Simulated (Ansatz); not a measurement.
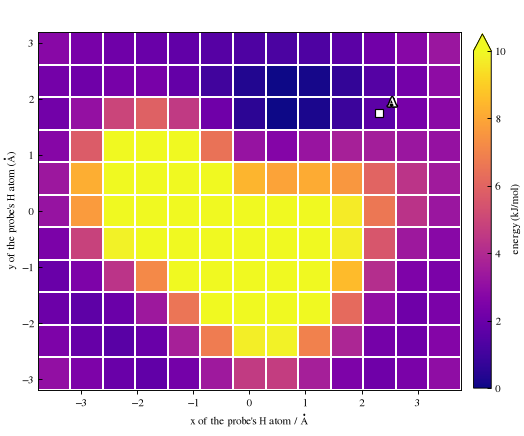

ClHOSn (SMILES [OH][Sn][Cl]) with the probe H2. The probe is moved over a plane parallel to the molecule's main plane, 2.10 Å above it. Coordinates scanned: (1) x of the probe's H atom; (2) y of the probe's H atom. Nothing is relaxed (molecule and probe rigid, the probe upright with H nearest the plane). Grid: 13 × 11 points. All energies are given in kJ/mol relative to the lowest grid point. Method: RKS PBE0-D4/def2-SVPD (Ansatz 0.2.0).

In the figure: one coloured cell a grid point, one colour for all values above the top of the scale, the point A.

Q: Is A at rest? If not, where is it pushed?

A: A, at x of the probe's H atom = 2.32 Å, y of the probe's H atom = 1.74 Å, is not a stationary point. The computed force is 0.023 eV/Å in the plane, pointing up and left in the picture (components −0.014 and 0.019 eV/Å).
